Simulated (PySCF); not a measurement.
Consider C5H12OSi2.

Input

```
{"job": {"kind": "nmr", "xc": "PBE0", "basis": "pcSseg-1"}, "charge": 0, "multiplicity": 1}
C     -2.825735     0.113348    -0.428464
C     -1.653144    -0.394765    -0.050464
C     -1.443714    -1.835281    -0.068735
O     -0.352474    -2.344762     0.035678
Si    -0.076363     0.546698     0.455091
C     -0.499779     2.404434     0.403389
Si     1.663650    -0.048945    -0.965367
C      2.868540    -1.232291    -0.102588
H     -3.001747     1.175560    -0.445377
H     -3.646805    -0.511680    -0.753047
H     -2.351915    -2.460997    -0.178715
H      0.098966     0.193475     1.879333
H     -0.736351     2.731960    -0.604748
H      0.347636     2.990590     0.742752
H     -1.342668     2.653622     1.040915
H      1.184299    -0.676500    -2.207129
H      2.423627     1.143139    -1.392964
H      3.307607    -0.778793     0.781944
H      3.681112    -1.524310    -0.761785
H      2.350106    -2.133827     0.207549
```

Launched as:

```sh
OMP_NUM_THREADS=1 python probes_run.py task.json out
```

Geometry: GFN2-xTB.

Theory: PBE0/pcSseg-1, SCF density, gas phase, non-relativistic in PySCF.

Question: Predict the electron density and electron localisation function between the atoms.

Answer: C–O (1.21 Å): ρ is about 3.3 e/Å³ halfway; the ELF peaks at about 0.85 between the atoms; a multiple bond.
C–C (1.33 Å): the density is about 2.3 e/Å³ at the midpoint; the ELF peaks at about 0.90 between the atoms (a short, multiple covalent bond).
C–Si (1.90 Å): ρ at the midpoint is about 0.89 e/Å³; the ELF peaks at about 0.95 between the atoms: a shared electron pair.
C–H (1.08 Å): ρ is about 2.1 e/Å³ halfway; the ELF climbs to about 1 towards the hydrogen, as it does in any bond to H: an ordinary covalent bond to hydrogen.

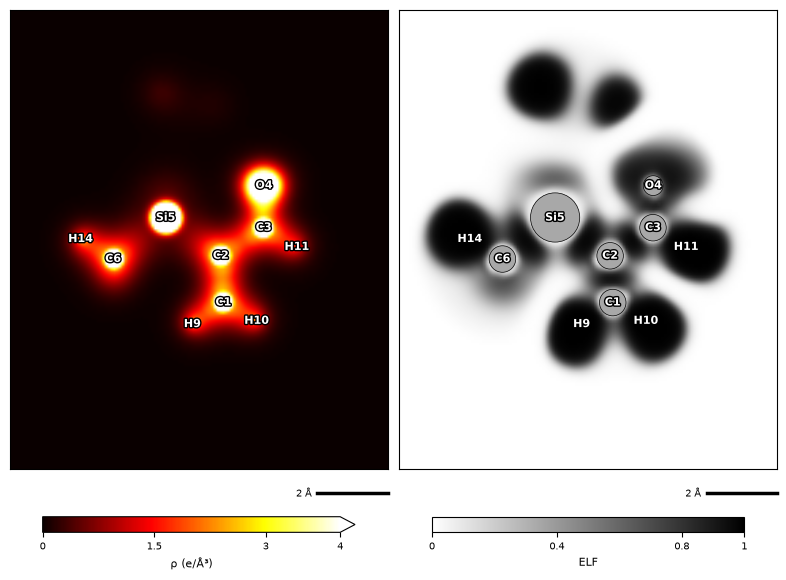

Computed electron density and electron localisation function on the plane of atoms C3, C2 and Si5, in this order. Grey discs cover the atomic cores in the ELF map. 
